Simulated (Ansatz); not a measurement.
Abstraction of Cl: CHBrCl2 + CH2F → CHBrCl + CH2ClF

Species: CHBrCl2 (bromodichloromethane) `ClC(Cl)Br`, singlet; CH2F `[CH2]F`, doublet; CHBrCl `Cl[CH]Br`, doublet; CH2ClF (chlorofluoromethane) `FCCl`, singlet. A radical takes Cl: the energy is the difference in strength between two C–Cl bonds in different surroundings.

Shapes, held fixed at every level: PBE0-D4/def2-TZVP. Programs: Ansatz 0.2.0. The zero-point and thermal change to 298 K, harmonic and unscaled (PBE0-D4/def2-TZVP), is +4.4 kJ/mol.

| level | kind | ΔH(298 K) (kJ/mol) | less CCSD(T)/def2-TZVPP |
| --- | --- | --- | --- |
| HF/def2-SVP | Hartree–Fock | -52.6 | -7.9 |
| HF/def2-TZVPP | Hartree–Fock | -51.4 | -6.7 |
| r2SCAN-D4/def2-TZVPP | meta-GGA | -49.1 | -4.4 |
| B3LYP-D4/def2-TZVPP | global hybrid | -46.9 | -2.2 |
| PBE0-D4/def2-TZVPP | global hybrid | -48.9 | -4.2 |
| wB97M-V/def2-TZVPP | range-separated hybrid | -45.1 | -0.4 |
| CCSD(T)/def2-SVP | coupled cluster or CI | -43.6 | +1.1 |
| CCSD(T)/def2-TZVPP | coupled cluster or CI | -44.7 | 0.0 |

The highest level, CCSD(T)/def2-TZVPP, gives ΔH(298 K) = -44.7 kJ/mol; the levels span -52.6 to -43.6. The column of differences is taken from that level and isn't an error. No measured value is set beside it here. Open shells run unrestricted unless RO is named. Relativity is left out for Br unless named. Correlated rows may include outer-core shells of Br, which these sets cover unevenly.

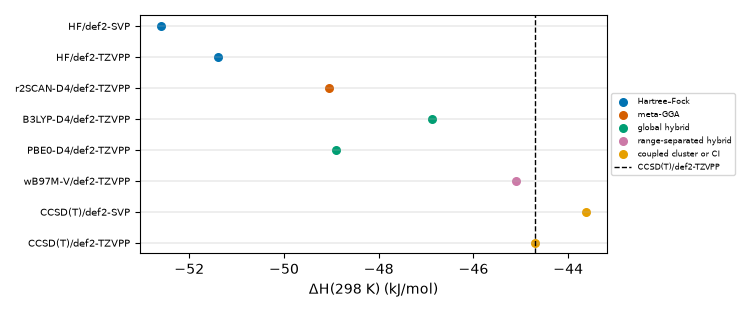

The values of the table, level by level.
